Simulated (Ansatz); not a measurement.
A series of calculations on H$_{6}$C$_{2}$O

## 1. Relaxation

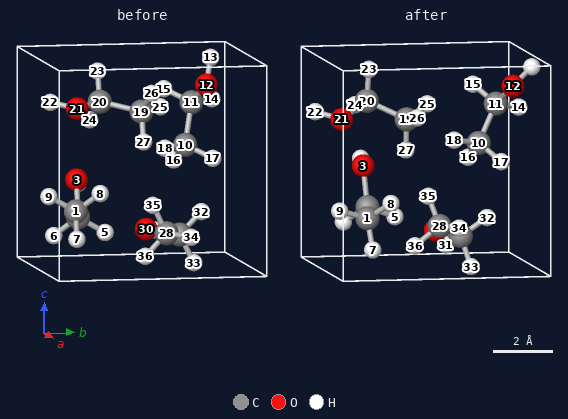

The structure of an amorphous cell of composition H6C2O before (left) and after (right) a relaxation, at one scale.

The picture is a ball-and-stick view of the cell of the calculation, seen slightly off an axis.

The cell holds 4 CH3CH2OH. The run prepares the start of a later molecular dynamics calculation, from a guessed geometry.

Theory: DFT PBE-D3(BJ), scalar-relativistic, plane waves, PAW in Ansatz. Set-up: plane-wave cutoff 420 eV; k-point mesh 1 × 1 × 1; occupations fermi dirac; smearing width 0.05 eV; no spin polarisation; atoms relaxed in a fixed cell; force threshold 0.3 eV/Å; at most 15 steps.

Summarise the run.

Over 8 geometry steps the energy falls by 29.2 meV per atom. Largest force component: 0.64 eV/Å at the start, 0.16 eV/Å at the end. The largest move is that of an H atom, 1.32 Å roughly along [1 3 −1]. By element the largest moves are H 1.32 Å, O 0.83 Å, C 0.79 Å. The cell doesn't change. Some distances before and after: C–O 1.427 → 1.455 Å, C–H 1.099 → 1.108 Å, H–O 0.971 → 0.978 Å, C–C 1.512 → 1.518 Å. Among the angles between lasting bonds that change: C–C–O 107.1° → 109.3°, H–C–H 108.8° → 106.6°, O–C–H 110.9° → 108.8°. The run took 26 s on 1 thread of Arm Neoverse V1, on a shared host, peak memory 0.4 GiB.

Limits of the set-up: the program's low-accuracy preset was used; the periodic images lie only 7.3 Å apart, so the values are limited by the cell's size.

## 2. Dynamics

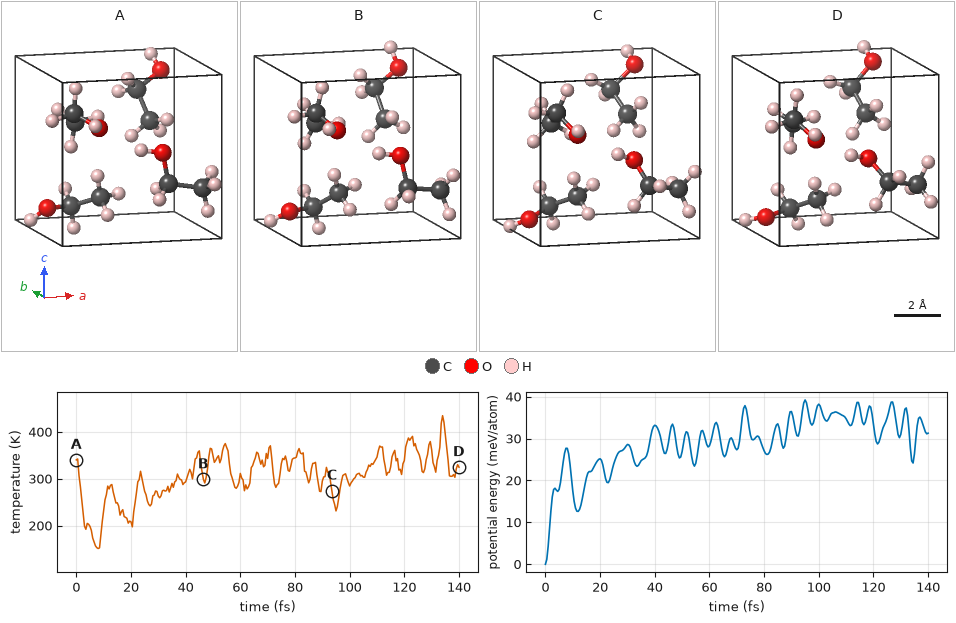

First-principles dynamics of a periodic cell with 4 CH3CH2OH at 0.789 g/cm³, 140 fs long. Frames (A at 0 fs, B at 46 fs, C at 94 fs, D at 140 fs) and the history of the run. Style: ball-and-stick. Shown: the simulation cell, slightly off an axis. Atoms that leave the cell re-enter on the other side.

Method: DFT PBE-D3(BJ), scalar-relativistic, plane waves, PAW (Ansatz). Run with plane-wave cutoff 420 eV; k-point mesh 1 × 1 × 1; Fermi-Dirac smearing 0.05 eV; low-accuracy preset; Langevin thermostat (NVT); set temperature 350 K; time step 0.5 fs; friction 0.02 per fs.

> Describe the run.

In the second half of the run the atoms are, in the root-mean-square, this far from where they began (common drift taken out): H 0.73 Å, O 0.48 Å, C 0.37 Å. The heavy atoms stay within a fraction of a molecule's size of their starting places; so short a run doesn't tell a liquid from a solid. The mean temperature in the second half is 328 K (standard deviation 34 K). The potential energy in the second half lies on average 33.3 meV per atom above the first frame.

Limits of the set-up: the program's low-accuracy preset was used; the periodic images lie only 7.3 Å apart, so the values are limited by the cell's size.

Cost: 9.9 min on 1 thread of Arm Neoverse V1, with other jobs on the host, peak memory 0.4 GiB.

## 3. Dynamics

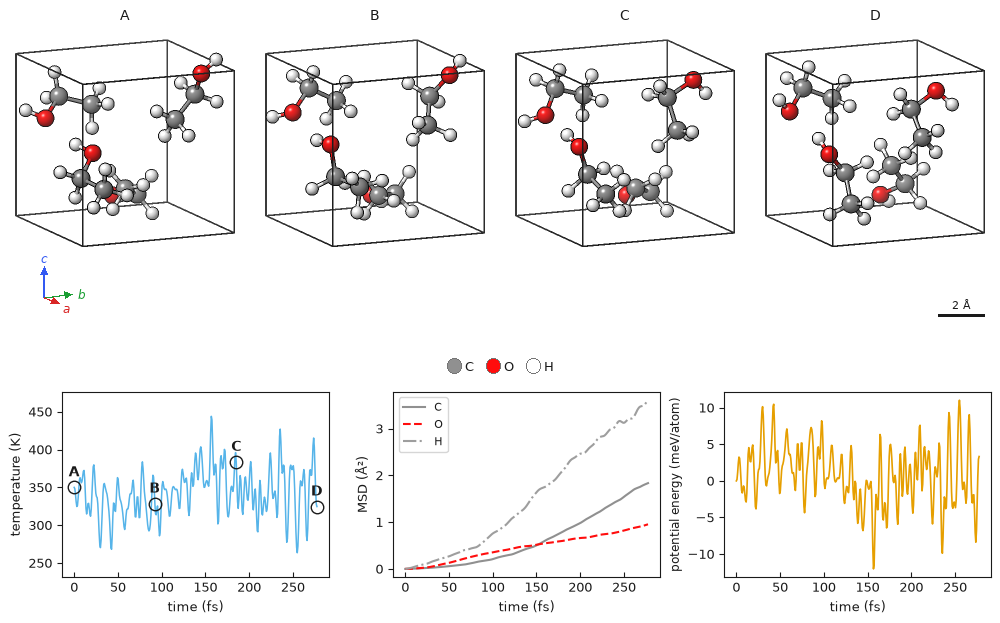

First-principles dynamics of a periodic cell with 4 CH3CH2OH at 0.789 g/cm³, 278 fs long. It starts from the last geometry of an earlier run, with fresh velocities. Frames (A at 0 fs, B at 92 fs, C at 185 fs, D at 278 fs) and the history of the run. A ball-and-stick model of the simulation cell, seen slightly off an axis. Atoms that leave the cell re-enter on the other side.

Computed with DFT PBE-D3(BJ), scalar-relativistic, plane waves, PAW in Ansatz. Run with plane-wave cutoff 420 eV; k-point mesh 1 × 1 × 1; Fermi-Dirac smearing 0.05 eV; low-accuracy preset; constant energy (NVE); velocities drawn for 350 K; time step 0.75 fs.

Input
```yaml
accuracy: low
crystal:
  lattice:
    - [7.293633, 0.0, 0.0]
    - [0.0, 7.293633, 0.0]
    - [0.0, 0.0, 7.293633]
  atoms:
    - { symbol: C, position: [0.91927409, 0.16855103, 0.3185814] }
    - { symbol: C, position: [0.72214125, 0.10464166, 0.35395543] }
    - { symbol: O, position: [0.62788505, 0.22374073, 0.48279835] }
    - { symbol: H, position: [0.50326305, 0.16638418, 0.51726637] }
    - { symbol: H, position: [0.63924489, 0.10359137, 0.22052794] }
    - { symbol: H, position: [0.7442494, -0.04267292, 0.40839719] }
    - { symbol: H, position: [0.97737613, 0.07521009, 0.22477243] }
    - { symbol: H, position: [0.92658759, 0.31847749, 0.27027646] }
    - { symbol: H, position: [0.98256327, 0.15028435, 0.45528808] }
    - { symbol: C, position: [0.75639753, 0.71108767, 0.67423871] }
    - { symbol: C, position: [0.71235146, 0.86138665, 0.80932521] }
    - { symbol: O, position: [0.8415326, 0.84663202, 0.96236873] }
    - { symbol: H, position: [0.81757157, 0.95490889, 1.03515559] }
    - { symbol: H, position: [0.71745466, 1.00294377, 0.75211013] }
    - { symbol: H, position: [0.56868387, 0.83167716, 0.85455576] }
    - { symbol: H, position: [0.6649485, 0.6833815, 0.55708929] }
    - { symbol: H, position: [0.88177406, 0.74482968, 0.59510213] }
    - { symbol: H, position: [0.78369547, 0.57803912, 0.73988778] }
    - { symbol: C, position: [0.20812743, 0.40182833, 0.68950124] }
    - { symbol: C, position: [0.15530109, 0.20790618, 0.74548621] }
    - { symbol: O, position: [0.25603181, 0.07620282, 0.63959818] }
    - { symbol: H, position: [0.2156001, -0.03692312, 0.69062242] }
    - { symbol: H, position: [0.1651831, 0.17593989, 0.89948828] }
    - { symbol: H, position: [0.01170088, 0.19178085, 0.71145674] }
    - { symbol: H, position: [0.11538852, 0.49404511, 0.76450328] }
    - { symbol: H, position: [0.35196756, 0.44576598, 0.71554603] }
    - { symbol: H, position: [0.19336042, 0.41137341, 0.53978023] }
    - { symbol: C, position: [0.40025705, 0.53867075, 0.19379826] }
    - { symbol: C, position: [0.26937884, 0.67464267, 0.12353067] }
    - { symbol: O, position: [0.09391089, 0.59141377, 0.09034471] }
    - { symbol: H, position: [-0.00626347, 0.68517804, 0.06277825] }
    - { symbol: H, position: [0.2256357, 0.7902595, 0.21992511] }
    - { symbol: H, position: [0.3415186, 0.74400496, 0.0133379] }
    - { symbol: H, position: [0.52914338, 0.60140251, 0.23569742] }
    - { symbol: H, position: [0.35889215, 0.45246254, 0.30513194] }
    - { symbol: H, position: [0.4321909, 0.44270341, 0.08169137] }
basis:
  ecutwfc: 420.0
kpoints:
  mp_grid: { grid: [1, 1, 1] }
hamiltonian:
  xc: pbe
  dispersion: d3bj
scf:
  occupations: { method: fermi_dirac, width: 0.05 }
  lower_state_search: "off"
md:
  timestep: 0.75
  n_steps: 370
  ensemble: nve
  temperature: 350.0
  initial_velocities: maxwell_boltzmann
  seed: 81424
```

Command:
```bash
ansatz run input.yaml --threads 1 --pin off --max-ram 3072MiB --backend cpu --events-out ev --progress --plain --runs-dir out
```

### Describe the run.

Root-mean-square distances from the starting positions over the second half, with the common drift of all atoms taken out: H 1.59 Å, C 1.05 Å, O 0.83 Å. The molecules turn and drift from their places. The mean temperature in the second half is 352 K (standard deviation 34 K). The potential energy in the second half lies on average 0.3 meV per atom below the first frame.

Limits of the set-up: the program's low-accuracy preset was used; the periodic images lie only 7.3 Å apart, so the values are limited by the cell's size.

The run took 12 min on 1 thread of Arm Neoverse V1, with other jobs on the host, peak memory 0.41 GiB.
